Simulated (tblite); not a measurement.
**Geometry relaxation of C2H11FGe3O (part 2 of 4)**

The same run, continued: C2H11FGe3O, SMILES CO[CH2][Ge]([F])([GeH3])[GeH3]; GFN2-xTB geometry optimisation, gas phase (tblite 0.8.0). It belongs to a series of runs on one base structure; here: CH2 inserted into a O-Ge bond.

Geometry of the input (Å):
```
C  2.9912  -0.7356  -0.1717
O  1.6057  -1.0286  -0.1270
C  0.9996  0.1666  0.0669
Ge -0.9136  0.1728  0.1774
F  -1.3510  0.3758  1.8848
Ge -1.7091  2.1345  -0.9464
Ge -1.9868  -1.8084  -0.5958
H  3.2346  -0.2463  0.8196
H  3.6046  -1.6460  -0.2861
H  3.1963  0.0333  -0.9328
H  1.2921  0.8618  -0.7420
H  1.3921  0.5871  1.0303
H  -3.2414  2.2703  -0.7668
H  -1.2519  2.1719  -2.4267
H  -1.0789  3.3929  -0.2330
H  -1.4708  -2.3087  -1.9392
H  -3.5136  -1.4909  -0.6179
H  -1.8081  -2.8962  0.5300
```

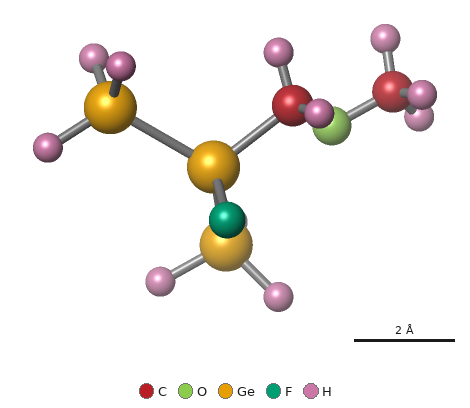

Fig. 1: The geometry at step 39 of the log (ball-and-stick view, seen at a tilt).

Trajectory as extended XYZ, continued
```
18
Properties=species:S:1:pos:R:3:forces:R:3 step=24 energy=-667.05750
C     3.0434   -0.8042   -0.1511   -0.0050  -0.0070  -0.0080
O     1.6388   -0.8775   -0.1098   -0.0010   0.0250  -0.0340
C     1.0590    0.3803    0.1317   -0.0350   0.0000   0.0000
Ge   -0.9382    0.1737    0.1174   -0.1350  -0.0110   0.0040
F    -1.3052    0.3289    1.8884    0.0030   0.0150  -0.0270
Ge   -1.7854    2.2222   -0.9062    0.0120   0.0270   0.0580
Ge   -1.9886   -1.9292   -0.5225    0.0370  -0.0370   0.0600
H     3.4430   -0.4204    0.7959   -0.0060  -0.0300  -0.0050
H     3.4195   -1.8101   -0.3253   -0.0370  -0.0130  -0.0020
H     3.3737   -0.1415   -0.9628   -0.0020  -0.0340   0.0150
H     1.3402    1.0990   -0.6550    0.0510  -0.0050   0.0150
H     1.3834    0.7904    1.0959    0.0240   0.0050   0.0160
H    -3.2618    2.4908   -0.8989   -0.0250  -0.0340  -0.0300
H    -1.3733    2.2691   -2.3534   -0.0430   0.0120  -0.0400
H    -1.1800    3.4664   -0.3200    0.0260   0.0190   0.0180
H    -1.5236   -2.4249   -1.8575    0.0310  -0.0020  -0.0610
H    -3.4758   -1.7269   -0.6717    0.0110   0.0630  -0.0390
H    -1.8779   -3.0798    0.4287    0.0930   0.0070   0.0590
18
Properties=species:S:1:pos:R:3:forces:R:3 step=26 energy=-667.06239
C     3.0335   -0.8155   -0.1522   -0.0800   0.0250  -0.0400
O     1.6264   -0.8705   -0.1177   -0.0320  -0.0230   0.0100
C     1.0578    0.3943    0.1350    0.0530  -0.1360  -0.0620
Ge   -0.9368    0.1790    0.1087   -0.0820   0.0030   0.0410
F    -1.3063    0.3292    1.8784   -0.0080   0.0180  -0.0130
Ge   -1.7916    2.2186   -0.9067   -0.0340   0.1310   0.0210
Ge   -1.9667   -1.9267   -0.5235    0.0020  -0.0690   0.0240
H     3.4251   -0.4324    0.7987    0.0350  -0.0540  -0.0330
H     3.4030   -1.8272   -0.3269   -0.0830   0.1040   0.0140
H     3.3613   -0.1494   -0.9635    0.0670  -0.0780   0.0480
H     1.3543    1.1077   -0.6488    0.0240   0.0540   0.0120
H     1.3894    0.7900    1.1014    0.0070   0.0240   0.0330
H    -3.2701    2.4943   -0.8987    0.0170  -0.0500  -0.0230
H    -1.3837    2.2751   -2.3566   -0.0430   0.0090  -0.0160
H    -1.1836    3.4622   -0.3141    0.0120  -0.0140  -0.0010
H    -1.5107   -2.4332   -1.8587    0.0320   0.0090  -0.0430
H    -3.4548   -1.7208   -0.6675    0.0190   0.0540  -0.0400
H    -1.8554   -3.0684    0.4363    0.0960  -0.0040   0.0660
18
Properties=species:S:1:pos:R:3:forces:R:3 step=29 energy=-667.07718
C     2.9916   -0.8526   -0.1586   -0.0870   0.0330   0.0140
O     1.5846   -0.8456   -0.1390   -0.0440  -0.0680   0.0640
C     1.0657    0.4355    0.1419   -0.0020  -0.0660  -0.0290
Ge   -0.9388    0.1987    0.0859    0.1670   0.0940   0.0040
F    -1.3102    0.3311    1.8482   -0.0510   0.0290   0.0850
Ge   -1.8225    2.2345   -0.9072   -0.0330   0.0780  -0.1190
Ge   -1.8978   -1.9389   -0.5230   -0.0200  -0.0160  -0.0960
H     3.3868   -0.4907    0.7987    0.0510  -0.0460  -0.0240
H     3.3228   -1.8771   -0.3317   -0.0800   0.0910  -0.0130
H     3.3472   -0.1954   -0.9613    0.1430  -0.0440  -0.0100
H     1.4044    1.1568   -0.6212   -0.0740  -0.0090   0.0610
H     1.4051    0.8008    1.1244   -0.0760  -0.0810  -0.1120
H    -3.3007    2.5103   -0.9090    0.0090  -0.0320   0.0260
H    -1.4310    2.3014   -2.3671   -0.0250   0.0160   0.0660
H    -1.1959    3.4571   -0.2975   -0.0050   0.0350  -0.0080
H    -1.4654   -2.4650   -1.8659    0.0260   0.0310   0.0650
H    -3.3857   -1.7062   -0.6649    0.0370  -0.0300  -0.0130
H    -1.7690   -3.0485    0.4707    0.0610  -0.0160   0.0400
18
Properties=species:S:1:pos:R:3:forces:R:3 step=31 energy=-667.08490
C     2.9655   -0.8688   -0.1616    0.0540  -0.0010   0.0270
O     1.5619   -0.8363   -0.1447    0.0290  -0.0080   0.0060
C     1.0705    0.4516    0.1429   -0.0830   0.0340   0.0190
Ge   -0.9308    0.2147    0.0759    0.0540   0.0640  -0.0260
F    -1.3151    0.3337    1.8383   -0.0420   0.0380   0.0720
Ge   -1.8407    2.2494   -0.9134    0.0250  -0.0260  -0.0310
Ge   -1.8644   -1.9469   -0.5263    0.0330   0.0680   0.0070
H     3.3738   -0.5249    0.7961    0.0110  -0.0080   0.0140
H     3.2747   -1.8960   -0.3352   -0.0380  -0.0550  -0.0410
H     3.3523   -0.2238   -0.9598    0.0540  -0.0070  -0.0210
H     1.4249    1.1833   -0.6030   -0.0760  -0.0730   0.0120
H     1.4079    0.8029    1.1298   -0.0650  -0.0940  -0.0630
H    -3.3163    2.5180   -0.9134   -0.0340  -0.0110   0.0440
H    -1.4567    2.3167   -2.3693    0.0070   0.0340  -0.0040
H    -1.2033    3.4579   -0.2907   -0.0200   0.0690  -0.0220
H    -1.4405   -2.4805   -1.8664    0.0420   0.0100   0.0440
H    -3.3501   -1.7032   -0.6653    0.0170  -0.0680  -0.0050
H    -1.7224   -3.0416    0.4896    0.0330   0.0340  -0.0330
18
Properties=species:S:1:pos:R:3:forces:R:3 step=34 energy=-667.09307
C     2.9481   -0.8835   -0.1628    0.0480  -0.0550  -0.0420
O     1.5445   -0.8314   -0.1506    0.0540   0.0220  -0.0740
C     1.0630    0.4607    0.1430    0.0570  -0.0910  -0.0190
Ge   -0.9210    0.2380    0.0655   -0.2110  -0.0420   0.0760
F    -1.3265    0.3438    1.8371    0.0000   0.0470  -0.0550
Ge   -1.8524    2.2587   -0.9217   -0.0040   0.0430   0.0750
Ge   -1.8271   -1.9388   -0.5275    0.0440   0.0640   0.0690
H     3.3598   -0.5540    0.7978    0.0090  -0.0070   0.0170
H     3.2294   -1.9175   -0.3440    0.0070  -0.0580  -0.0080
H     3.3606   -0.2492   -0.9599   -0.0370  -0.0080   0.0370
H     1.4303    1.1935   -0.5881   -0.0290   0.0050  -0.0900
H     1.4013    0.7883    1.1289   -0.0100   0.0230   0.1510
H    -3.3319    2.5182   -0.9075    0.0100  -0.0200   0.0440
H    -1.4769    2.3351   -2.3735    0.0270   0.0370  -0.0790
H    -1.2135    3.4660   -0.2889   -0.0490   0.0370  -0.0530
H    -1.4099   -2.4902   -1.8600    0.0640   0.0110   0.0090
H    -3.3135   -1.7079   -0.6652   -0.0050  -0.0730  -0.0010
H    -1.6731   -3.0233    0.5010    0.0240   0.0650  -0.0580
18
Properties=species:S:1:pos:R:3:forces:R:3 step=37 energy=-667.11307
C     2.8989   -0.9464   -0.1720   -0.0960  -0.0660  -0.0640
O     1.4984   -0.8133   -0.1917   -0.0360  -0.0060  -0.0790
C     1.0522    0.4820    0.1462    0.1240  -0.0910   0.0180
Ge   -0.9338    0.3016    0.0443   -0.0590  -0.0490   0.1640
F    -1.3629    0.3865    1.8194    0.0160   0.0670  -0.1310
Ge   -1.8917    2.2979   -0.9358   -0.0450   0.0970  -0.0500
Ge   -1.6977   -1.9062   -0.5223   -0.0720  -0.0670  -0.1070
H     3.3076   -0.6518    0.8042   -0.0210  -0.1040  -0.0760
H     3.0877   -2.0010   -0.3718    0.1510   0.0640   0.0650
H     3.3696   -0.3304   -0.9527   -0.0680  -0.0360   0.0690
H     1.4477    1.2263   -0.5575    0.0070   0.0350  -0.0020
H     1.3811    0.7465    1.1551    0.0270   0.0960   0.0650
H    -3.3799    2.5134   -0.8808    0.0620  -0.0040   0.0340
H    -1.5401    2.4006   -2.4002   -0.0050   0.0130   0.0430
H    -1.2550    3.4974   -0.2905   -0.0620   0.0700  -0.0480
H    -1.2964   -2.5171   -1.8373    0.0990   0.0950   0.0440
H    -3.1912   -1.7318   -0.6643   -0.0410  -0.1140   0.0190
H    -1.5035   -2.9478    0.5313    0.0200   0.0000   0.0350
18
Properties=species:S:1:pos:R:3:forces:R:3 step=39 energy=-667.12611
C     2.8647   -0.9905   -0.1816   -0.0700  -0.0010   0.0100
O     1.4713   -0.8023   -0.2226   -0.0570  -0.0190   0.0030
C     1.0559    0.4911    0.1510   -0.0740   0.0780   0.0540
Ge   -0.9468    0.3372    0.0438    0.1680   0.0200  -0.0420
F    -1.3838    0.4181    1.8004   -0.0220   0.0760   0.0170
Ge   -1.9193    2.3302   -0.9472    0.0350  -0.0240  -0.0470
Ge   -1.6253   -1.8907   -0.5244   -0.1060  -0.0800  -0.0630
H     3.2774   -0.7214    0.8010   -0.0840  -0.1100  -0.0560
H     3.0112   -2.0490   -0.3846    0.1800   0.0050   0.0260
H     3.3728   -0.3844   -0.9431   -0.0510  -0.0230  -0.0160
H     1.4570    1.2503   -0.5392    0.0180  -0.0500   0.1200
H     1.3700    0.7300    1.1769    0.0680   0.0280  -0.1310
H    -3.4056    2.5135   -0.8611    0.0040   0.0260   0.0120
H    -1.5775    2.4430   -2.4145   -0.0290   0.0040   0.0750
H    -1.2880    3.5247   -0.2978   -0.0480   0.1270  -0.0230
H    -1.2182   -2.5276   -1.8196    0.1260   0.1040  -0.0160
H    -3.1223   -1.7624   -0.6619   -0.0740  -0.1370   0.0130
H    -1.4021   -2.9033    0.5483    0.0170  -0.0250   0.0640
18
Properties=species:S:1:pos:R:3:forces:R:3 step=42 energy=-667.15318
C     2.7656   -1.1064   -0.2088   -0.0020  -0.0060  -0.0220
O     1.3911   -0.7760   -0.2994    0.3150   0.0370   0.2720
C     1.0517    0.5195    0.1699   -0.0550  -0.0360  -0.0340
Ge   -0.9535    0.4314    0.0334    0.0330  -0.0560  -0.3880
F    -1.4438    0.5215    1.7562   -0.0420   0.0830   0.2060
Ge   -1.9816    2.4101   -0.9781    0.1000  -0.0790   0.2420
Ge   -1.4604   -1.8601   -0.5345   -0.0630   0.0190   0.2840
H     3.1846   -0.9245    0.7870   -0.2400   0.0690   0.1080
H     2.8528   -2.1754   -0.4162   -0.0730   0.1540  -0.1180
H     3.3723   -0.5304   -0.9221   -0.1720  -0.0570  -0.0570
H     1.4805    1.3034   -0.4701    0.0930  -0.0880   0.0950
H     1.3555    0.6935    1.2126    0.1310  -0.1220  -0.2070
H    -3.4682    2.5203   -0.8055    0.0140   0.0310  -0.0580
H    -1.6793    2.5577   -2.4395   -0.0420  -0.0070  -0.0740
H    -1.3902    3.6291   -0.3295   -0.0490   0.0870  -0.0280
H    -0.9834   -2.5298   -1.7759    0.1440   0.0840  -0.1620
H    -2.9641   -1.8852   -0.6545   -0.0690  -0.1570  -0.0160
H    -1.1385   -2.7921    0.5985   -0.0250   0.0420  -0.0410
18
Properties=species:S:1:pos:R:3:forces:R:3 step=44 energy=-667.18071
C     2.7663   -1.1056   -0.2107    0.0870   0.0300   0.0480
O     1.3964   -0.7956   -0.3010   -0.0970  -0.1200   0.1600
C     1.0377    0.4925    0.1682    0.0630  -0.0510  -0.1030
Ge   -0.9564    0.4288    0.0301   -0.0970  -0.0470  -0.1580
F    -1.4566    0.5540    1.7668    0.0190   0.0490   0.0320
Ge   -1.9630    2.4119   -0.9694    0.0360   0.0300   0.1770
Ge   -1.4796   -1.8535   -0.5289    0.0260  -0.0310   0.1600
H     3.1638   -0.9263    0.7896   -0.0780   0.1440   0.2040
H     2.8946   -2.1640   -0.4203   -0.1820  -0.0760  -0.1590
H     3.3582   -0.5242   -0.9227   -0.0110   0.1040  -0.1030
H     1.4625    1.2721   -0.4691    0.1610   0.0900  -0.0550
H     1.3569    0.6741    1.1970    0.1360  -0.1050   0.0490
H    -3.4523    2.4994   -0.7922    0.0300   0.0260  -0.0620
H    -1.6781    2.5599   -2.4355   -0.0400  -0.0270  -0.0690
H    -1.4013    3.6600   -0.3456   -0.0350   0.0250  -0.0100
H    -0.9513   -2.4889   -1.7739    0.0740   0.1050  -0.0820
H    -2.9790   -1.9161   -0.6590   -0.0630  -0.1420  -0.0240
H    -1.1274   -2.7721    0.6002   -0.0290  -0.0050  -0.0040
18
Properties=species:S:1:pos:R:3:forces:R:3 step=47 energy=-667.21883
C     2.7143   -1.1670   -0.2180   -0.0960   0.0170   0.0320
O     1.3502   -0.8123   -0.3166    0.0500   0.0630  -0.0100
C     1.0395    0.4858    0.1660    0.0210   0.0240   0.0470
Ge   -0.9723    0.4670   -0.0059    0.0730   0.0260   0.2140
F    -1.4937    0.6450    1.7502    0.0920  -0.0120  -0.1860
Ge   -1.9800    2.4660   -0.9593   -0.0110   0.0140  -0.1440
Ge   -1.4017   -1.8497   -0.5127   -0.0020  -0.0210  -0.1120
H     3.0695   -1.0162    0.8096    0.0550   0.0500  -0.1040
H     2.8036   -2.2261   -0.4664   -0.1350   0.0900  -0.0210
H     3.3280   -0.5858   -0.9213   -0.0730   0.0260   0.1510
H     1.5005    1.2836   -0.4347    0.0800  -0.1920  -0.0580
H     1.3767    0.6188    1.2023   -0.0450  -0.0650  -0.0550
H    -3.4691    2.4907   -0.7674   -0.0010   0.0390  -0.0360
H    -1.7483    2.6158   -2.4489   -0.0390  -0.0440   0.0980
H    -1.4679    3.7461   -0.3692    0.0140   0.0390   0.0470
H    -0.7837   -2.4318   -1.7616   -0.0720   0.1420   0.1170
H    -2.9040   -2.0271   -0.6622    0.1310  -0.1270  -0.0010
H    -0.9704   -2.6965    0.6399   -0.0420  -0.0710   0.0190
18
Properties=species:S:1:pos:R:3:forces:R:3 step=50 energy=-667.24035
C     2.6866   -1.1886   -0.2167   -0.0430   0.0390  -0.0140
O     1.3338   -0.8159   -0.3167   -0.0760   0.0690  -0.0690
C     1.0496    0.4840    0.1669   -0.1230   0.0350   0.0310
Ge   -0.9688    0.4840    0.0028    0.0670   0.0590  -0.1480
F    -1.4938    0.6809    1.7215    0.0280  -0.0010   0.1200
Ge   -1.9881    2.4914   -0.9655    0.0420  -0.0530   0.0980
Ge   -1.3758   -1.8485   -0.5125   -0.0290   0.0770   0.1640
H     3.0434   -1.0438    0.8099    0.0580  -0.0610  -0.0430
H     2.7466   -2.2399   -0.4922   -0.0140  -0.0060   0.0490
H     3.3103   -0.6045   -0.9043   -0.0130   0.0610   0.0440
H     1.5298    1.2722   -0.4314    0.0520  -0.1790  -0.0220
H     1.3845    0.5919    1.2038   -0.0110   0.0310   0.0240
H    -3.4731    2.5015   -0.7630   -0.0510   0.0270  -0.0280
H    -1.7783    2.6327   -2.4443    0.0030  -0.0110  -0.0960
H    -1.5010    3.7874   -0.3793    0.0180  -0.0200   0.0160
H    -0.7230   -2.3878   -1.7425    0.0050   0.0280  -0.0710
H    -2.8646   -2.1091   -0.6621    0.1170  -0.0540  -0.0230
H    -0.9268   -2.6814    0.6492   -0.0300  -0.0410  -0.0320
18
Properties=species:S:1:pos:R:3:forces:R:3 step=52 energy=-667.24974
C     2.6629   -1.2000   -0.2172   -0.0260   0.0390  -0.0440
O     1.3158   -0.8108   -0.3252   -0.0570  -0.0110   0.0060
C     1.0432    0.4881    0.1700    0.0770  -0.0670  -0.0230
Ge   -0.9623    0.5019   -0.0064   -0.0810  -0.0030  -0.0880
F    -1.4933    0.6976    1.7123    0.0370   0.0080   0.1120
Ge   -1.9923    2.4986   -0.9653   -0.0440   0.0330   0.0380
Ge   -1.3513   -1.8386   -0.5035    0.0860   0.0500   0.0950
H     3.0269   -1.0659    0.8079   -0.0170  -0.0810  -0.0020
H     2.7064   -2.2497   -0.5019    0.0240   0.0030   0.0460
H     3.2972   -0.6142   -0.8923   -0.0020   0.0460  -0.0210
H     1.5516    1.2541   -0.4283    0.0250  -0.0200  -0.0170
H     1.3861    0.5763    1.2054   -0.0410   0.0760   0.0560
H    -3.4815    2.5061   -0.7619    0.0070   0.0080  -0.0180
H    -1.7982    2.6426   -2.4487    0.0180  -0.0120  -0.0610
H    -1.5150    3.8004   -0.3789    0.0230  -0.0430   0.0030
H    -0.6903   -2.3686   -1.7359    0.0040   0.0360  -0.0410
H    -2.8215   -2.1431   -0.6624   -0.0190  -0.0340  -0.0210
H    -0.8933   -2.6685    0.6560   -0.0130  -0.0290  -0.0200
18
Properties=species:S:1:pos:R:3:forces:R:3 step=55 energy=-667.25480
C     2.6500   -1.2028   -0.2210    0.0280  -0.0270   0.0130
O     1.3049   -0.8104   -0.3265    0.0100  -0.0560   0.0530
C     1.0472    0.4874    0.1708   -0.0490   0.0280  -0.0090
Ge   -0.9658    0.5088   -0.0159   -0.0060   0.0340   0.0860
F    -1.4864    0.7063    1.7185    0.0530   0.0040   0.0030
Ge   -1.9989    2.5073   -0.9646   -0.0180   0.0040  -0.0770
Ge   -1.3371   -1.8357   -0.4935    0.0230  -0.0130  -0.0490
H     3.0171   -1.0836    0.8050   -0.0390  -0.0270   0.0160
H     2.6908   -2.2525   -0.5022    0.0350  -0.0160  -0.0330
H     3.2883   -0.6119   -0.8882   -0.0190   0.0130  -0.0340
H     1.5685    1.2429   -0.4294    0.0020   0.0210  -0.0010
H     1.3843    0.5789    1.2106   -0.0570   0.0340  -0.0280
H    -3.4865    2.5111   -0.7650   -0.0240   0.0130  -0.0060
H    -1.8053    2.6438   -2.4555    0.0120  -0.0070   0.0300
H    -1.5178    3.8046   -0.3770    0.0270  -0.0170   0.0050
H    -0.6754   -2.3518   -1.7377   -0.0130   0.0470   0.0260
H    -2.8053   -2.1651   -0.6647    0.0170   0.0010  -0.0060
H    -0.8816   -2.6710    0.6599    0.0190  -0.0370   0.0100
```
